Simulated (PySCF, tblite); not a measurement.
**ClH3PSi radical: geometry, infrared bands and EPR parameters**

Wanted: the infrared bands and EPR parameters of ClH3PSi radical (`[PH][SiH2]Cl`), by calculation.

The runs use tblite 0.8.0 and PySCF 2.14.0, with density-fitted response routines of our own; the level of theory stands in each step. All values are computed, except where a source is named. Atoms are numbered from 0 throughout.

### 1 Starting geometry

6 atoms, charge 0, multiplicity 2; geometry from: force field or distance geometry start.

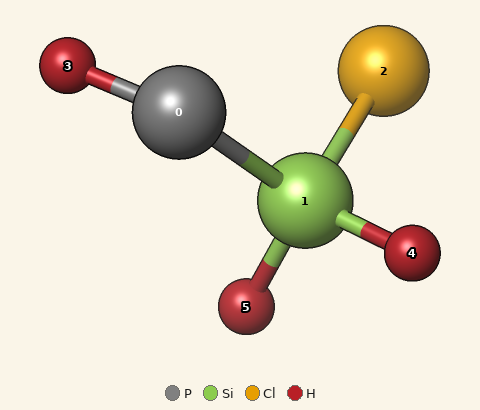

The starting geometry (phosphorus grey, silicon green, chlorine amber, hydrogen red), atoms numbered; sticks join atoms by distance.

### 2 Relaxing the molecule with GFN2-xTB

Job settings and geometry (Å):

```
{"job": {"kind": "relax", "xc": "GFN2-xTB", "basis": "xTB"}, "charge": 0, "multiplicity": 2}
P      1.521800    -0.291000    -0.613900
Si    -0.536600    -0.161000     0.015200
Cl    -1.299200     1.779300    -0.102900
H      2.413200     0.351200     0.239400
H     -1.323500    -0.970300    -0.926500
H     -0.772500    -0.706200     1.367100
```

On the command line:

```bash
$ OMP_NUM_THREADS=1 python probes_run.py task.json out
```

One launch serves the whole session: the jobs run in the order shown.

What it wrote:

```text
step      E/eV     max force
  0    -280.79332    1.612
  1    -280.85548    0.970
  2    -280.89969    0.496
  3    -280.91154    0.531
  4    -280.93100    0.697
  5    -280.95325    0.617
  6    -280.97120    0.409
  7    -280.97920    0.247
  8    -280.98215    0.198
  9    -280.98586    0.248
 10    -280.99006    0.252
 11    -280.99430    0.232
 12    -280.99755    0.197
 13    -280.99983    0.176
 14    -281.00140    0.099
 15    -281.00221    0.095
 16    -281.00270    0.086
 17    -281.00322    0.091
 18    -281.00400    0.111
 19    -281.00502    0.124
 20    -281.00583    0.074
 21    -281.00613    0.033
 22    -281.00621    0.026
 23    -281.00625    0.031
 24    -281.00630    0.033
 25    -281.00638    0.030
 26    -281.00646    0.023
 27    -281.00649    0.013
 28    -281.00650    0.009
```

Wall time 0.08 s (1 thread of Intel Xeon 6975P-C, shared host).

Relaxation path:

```
step  energy from step 0 (eV)  largest force (eV/Å)
   0                   0.0000                1.6117
   1                  -0.0622                0.9697
   2                  -0.1064                0.4957
   3                  -0.1182                0.5312
   4                  -0.1377                0.6973
   5                  -0.1599                0.6174
   6                  -0.1779                0.4090
   7                  -0.1859                0.2467
   8                  -0.1888                0.1978
   9                  -0.1925                0.2483
  10                  -0.1967                0.2516
  11                  -0.2010                0.2325
  12                  -0.2042                0.1970
  13                  -0.2065                0.1763
  14                  -0.2081                0.0993
  15                  -0.2089                0.0946
  16                  -0.2094                0.0861
  17                  -0.2099                0.0910
  18                  -0.2107                0.1110
  19                  -0.2117                0.1240
  20                  -0.2125                0.0743
  21                  -0.2128                0.0328
  22                  -0.2129                0.0264
  23                  -0.2129                0.0307
  24                  -0.2130                0.0333
  25                  -0.2131                0.0303
  26                  -0.2131                0.0225
  27                  -0.2132                0.0132
  28                  -0.2132                0.0087
```

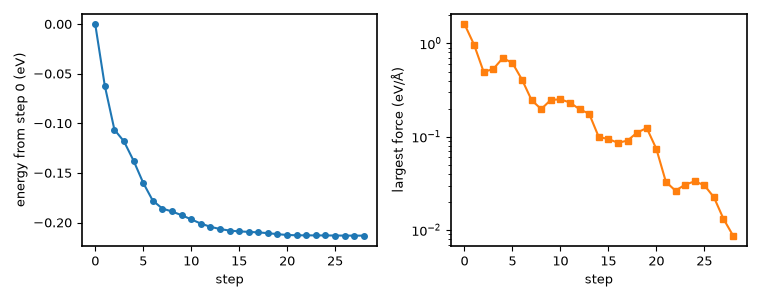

Energy and largest force along the relaxation.

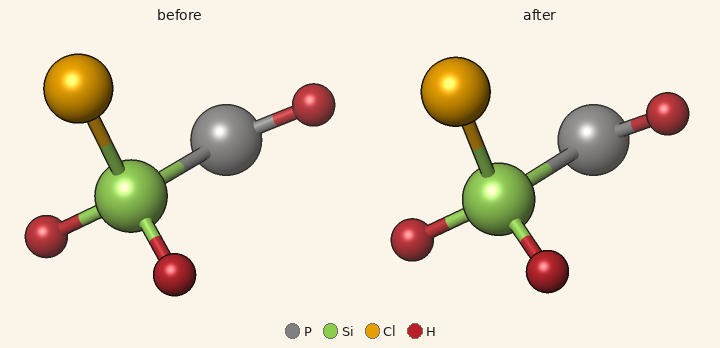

The geometry before (left) and after (right).

Distances of close pairs at the start and the end, largest changes first:

```
   bond  before (Å)  after (Å)  change (Å)
 P0–Si1       2.156      2.230      +0.073
Si1–Cl2       2.088      2.030      -0.058
 Si1–H5       1.477      1.462      -0.015
 Si1–H4       1.470      1.459      -0.011
  P0–H3       1.391      1.393      +0.002
```

The end geometry stands in the next job.

### 3 Infrared spectrum with GFN2-xTB

Job settings and geometry (Å):

```
{"job": {"kind": "ir", "xc": "GFN2-xTB", "basis": "xTB"}, "charge": 0, "multiplicity": 2}
P      1.593720    -0.327585    -0.723984
Si    -0.515377    -0.192056    -0.013581
Cl    -1.155450     1.733222    -0.071199
H      2.113698     0.404737     0.340535
H     -1.354987    -0.968658    -0.919142
H     -0.678482    -0.647669     1.365797
```

What it wrote:

```text
mode    cm-1     km/mol
  1      89.0     18.13
  2     124.0      3.34
  3     414.3     44.67
  4     450.0     37.13
  5     509.1     70.01
  6     560.2      7.52
  7     652.6    384.85
  8     720.3    115.89
  9     772.7    232.53
 10    2241.9    203.79
 11    2270.6     20.68
 12    2292.0    229.79
```

It took 0.08 s on 1 thread of Intel Xeon 6975P-C, shared host.

Which atoms move in the most intense modes:

```
cm⁻¹  km/mol                        atoms
 414    44.7   H4 40 %, H5 38 %, Si1 12 %
 450    37.1  Si1 41 %, Cl2 31 %, P0 24 %
 509    70.0  Si1 57 %, P0 24 %, Cl2 16 %
 653   384.9    H5 47 %, H4 33 %, H3 13 %
 720   115.9             H3 69 %, H4 18 %
 773   232.5             H4 49 %, H5 45 %
2242   203.8                      H5 90 %
2292   229.8             H3 51 %, H4 45 %
```

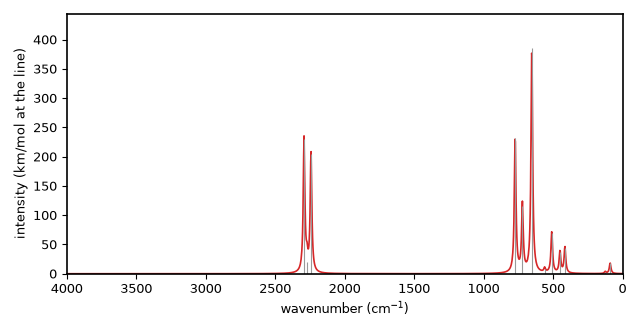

The infrared spectrum from these modes, unscaled. Lines are broadened to a width of 14 cm⁻¹ (Lorentzian).

### 4 EPR parameters: B3LYP/pcH-1

The job, as its differences from that of step 3:

```diff
@@ -1,2 +1,2 @@
-{"job": {"kind": "ir", "xc": "GFN2-xTB", "basis": "xTB"}, "charge": 0, "multiplicity": 2}
+{"job": {"kind": "epr", "basis": "pcH-1"}, "charge": 0, "multiplicity": 2}
 P      1.593720    -0.327585    -0.723984
```

Method: UKS B3LYP, pcH-1 on Cl H P Si, non-relativistic, mean-field spin-orbit, GIAO.

What it wrote:

```text
UKS, coarse grid
  cycle   1  E = -1092.86855264  |g| = 2.32e-01
  cycle   2  E = -1092.86661059  |g| = 2.03e-01
  cycle   3  E = -1092.88502362  |g| = 4.91e-02
  cycle   4  E = -1092.88599583  |g| = 4.57e-03
  cycle   5  E = -1092.88600854  |g| = 2.16e-03
  cycle   6  E = -1092.88601143  |g| = 5.86e-04
UKS, final grid
  cycle   1  E = -1092.88598615  |g| = 5.39e-04
  cycle   2  E = -1092.88598614  |g| = 5.48e-04
  cycle   3  E = -1092.88598631  |g| = 4.03e-05
  cycle   4  E = -1092.88598631  |g| = 2.25e-05
E = -1092.88598631 Eh   <S^2> = 0.7532 (exact 0.7500)
g shifts (ppm)      1          2          3
  rmc          -162       -162       -162
  gc             -7         36         31
  oz_so        -260       6040      17075
  total        -429       5914      16944
hyperfine (MHz)  atom isotope    a_iso     a_fc   dipolar eigenvalues
    0   31P     115.22     115.45   -316.08   -300.40    616.48
    1  29Si      23.75      23.65     -2.30     -0.47      2.78
    2  35Cl      10.25      10.05     -5.51     -5.26     10.77
    3    1H     -35.40     -35.62    -17.46      2.89     14.58
    4    1H      -3.52      -3.52     -2.68     -1.76      4.44
    5    1H      26.58      26.59     -2.73     -1.10      3.83
```

Run time: 8.7 s. Hardware: 1 thread of Intel Xeon 6975P-C, shared host; peak memory 0.46 GiB.

Principal g values 2.00189, 2.00823, 2.01926; g(iso) = 2.00980, against 2.00232 for a free electron.

Hyperfine couplings; where a row names several nuclei, a(iso) is their mean (it holds for fast rotation or exchange) and the dipolar term the largest among them:

```
nuclei  isotope  a(iso) (MHz)  a(iso) (G, at g = 2.0023)  largest dipolar term (MHz)
    P0      31P         115.2                       41.1                       616.5
    H3       1H         -35.4                      -12.6                       -17.5
   Si1     29Si          23.8                        8.5                         2.8
H4, H5       1H          11.5                        4.1                         4.4
   Cl2     35Cl          10.3                        3.7                        10.8
```

Mulliken spin populations:

```
atom  value (e)
  P0       1.00
 Si1       0.00
 Cl2       0.02
  H3      -0.03
  H4       0.00
  H5       0.01
```

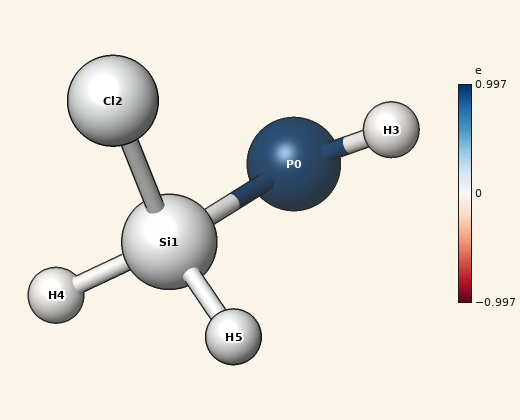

Mulliken spin populations, as colours on the atoms.

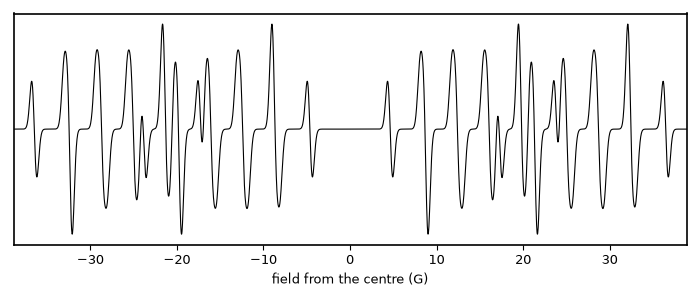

First-order isotropic spectrum (first derivative, main isotopes with spin only, couplings over 0.8 MHz, Gaussian width 0.3 G; couplings of the frozen geometry, rotation of groups not averaged beyond the rows shown).

The fields below are evaluated on a grid from the run's orbitals.

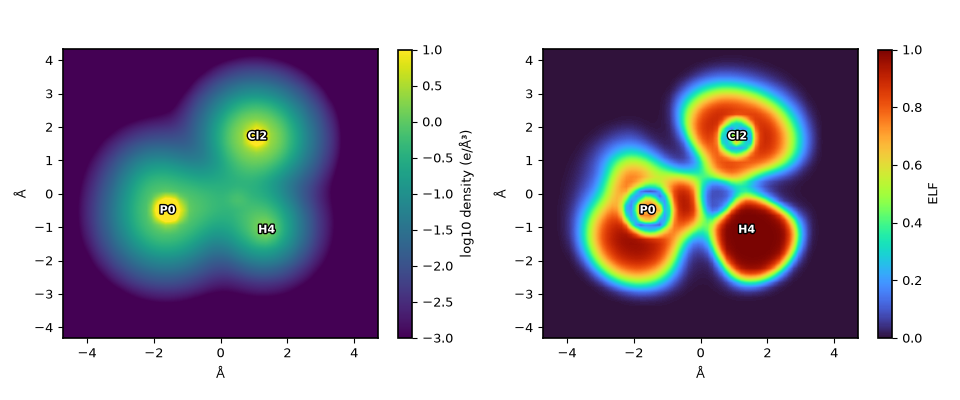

Density (left) and ELF (right) in a plane through or near 3 of the atoms.

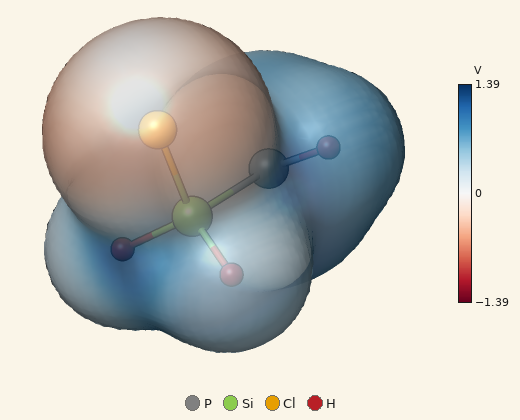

The potential that a unit positive charge feels on the 0.002 e/bohr³ surface, from -0.46 V near P0 to 1.39 V near H5.

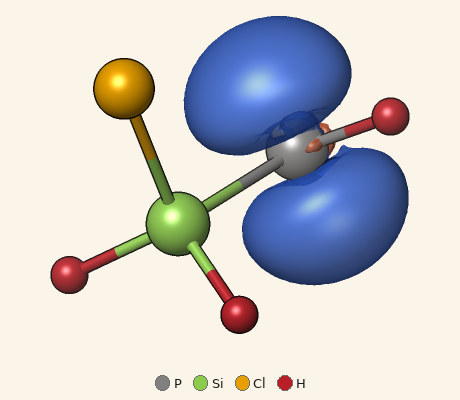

Spin density at ±0.05 e/Å³ (alpha excess blue, beta excess red).

### 5 Outcome

| quantity | value |
| --- | --- |
| strongest single infrared mode (GFN2-xTB) | 653 cm⁻¹, 385 km/mol |
| zero-point energy (GFN2-xTB) | 15.9 kcal/mol |
| g(iso) (B3LYP) | 2.00980 |
| ⟨S²⟩ | 0.753 (exact 0.75) |
| largest a(iso) (averaged by class) | 31P on P0, 115.2 MHz |
| potential on the surface of density 0.002 e/bohr³, 1st and 99th percentile | -0.46 V and 1.39 V |

**Reading.** Over 28 steps the energy fell by 0.213 eV; of the close pairs, P0–Si1 changed most, 2.156 to 2.230 Å. No mode is imaginary among the 12: a minimum at this level. The strongest single mode, at 653 cm⁻¹, moves mainly H5 and H4. GFN2-xTB is a fitted tight-binding method: band positions and strengths are rough. Its intensities can rank the bands wrongly. Most of the unpaired spin sits on P0 (1.00 e). The isotropic g lies 7.5 ppt above the free-electron value. These values are for one conformer; the search (at its own cheap level) found 1 more, at 0.21 kcal/mol, and measured spectra average over such forms.
